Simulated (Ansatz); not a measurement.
**CH$_{3}$Cl$_{3}$Sn: density, localisation and related maps**

```xyz
8

C    -2.5164    0.4612    1.0537
Cl    0.2127    0.4302   -1.4428
Cl    0.6310   -1.3096    1.8534
Cl   -1.7304   -2.6933   -0.7107
Sn   -0.9424   -0.7097    0.2359
H    -2.3055    0.6255    2.1182
H    -2.5507    1.4163    0.5138
H    -3.4570   -0.0898    0.9259
```

Geometry: PBE0-D3(BJ)/def2-SVP; core potentials replace the inner electrons of Sn.

Level of theory: isolated molecule in a Gaussian basis; Kohn-Sham density functional theory, functional PBE0 in Ansatz.

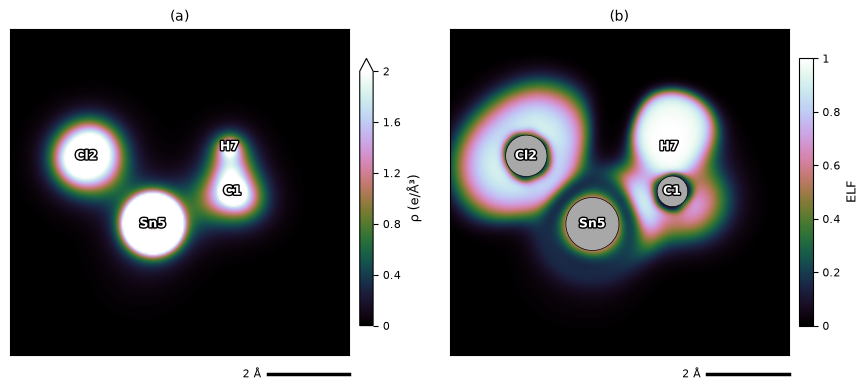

Figure 1. (a) electron density; (b) electron localisation function on the plane of atoms C1, Sn5 and Cl2. Grey discs cover the atomic cores in the ELF map.

### What do the fields say about this system?

The plane passes through C, Cl, Sn and H nuclei.
C–Sn (2.13 Å): the density is about 0.75 e/Å³ at the midpoint; the ELF peaks at about 0.90 in the valence shell of C, 0.7 Å from its nucleus, and drops to about 0.20 between the two atoms.
Sn–Cl (2.33 Å): ρ is about 0.62 e/Å³ halfway; the ELF peaks at about 0.80 in the valence shell of Cl, 0.8 Å from its nucleus, and drops to about 0.15 between the two atoms.
C–H (1.10 Å): the density is about 2 e/Å³ at the midpoint; the ELF climbs to about 1 towards the hydrogen, as it does in any bond to H: a covalent bond by its length.
The ELF also peaks beside Cl2, away from the bonds: lone-pair regions.

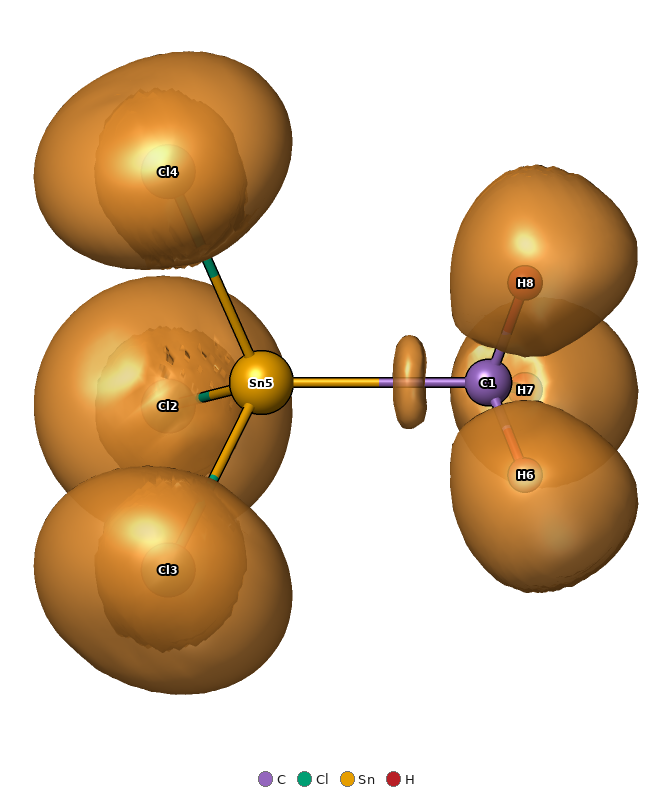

Figure 2. Isosurface of the ELF at 0.8 (orange), seen from one side. Only the valence region is drawn (cores and ρ < 0.01 e/Å³ removed).

### What do the ELF domains correspond to?

The surface consists of three regions around hydrogen nuclei, one lobe of the valence shell of C pointing towards Sn (polar bonds) and three regions wrapped around Cl (the valence shell of each).

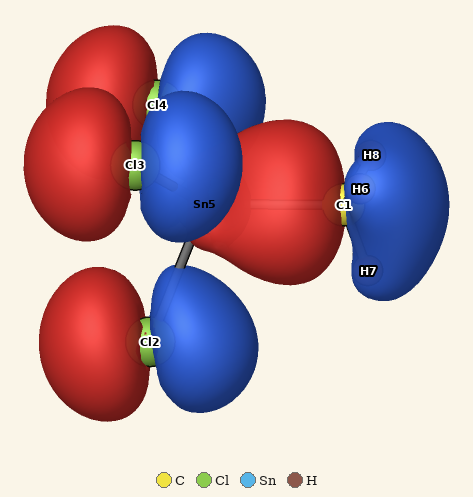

Figure 3. One frontier orbital at ±0.06 Å⁻³ᐟ² (red and blue are the two phases), seen across its widest extent.

### Which orbital is it: HOMO or LUMO?

The HOMO, at −9.13 eV. By Hirshfeld shares it lies mainly on Cl2 (about 20 %), Cl3 (about 20 %), Cl4 (about 20 %), C1 (about 20 %) and Sn5 (about 10 %).
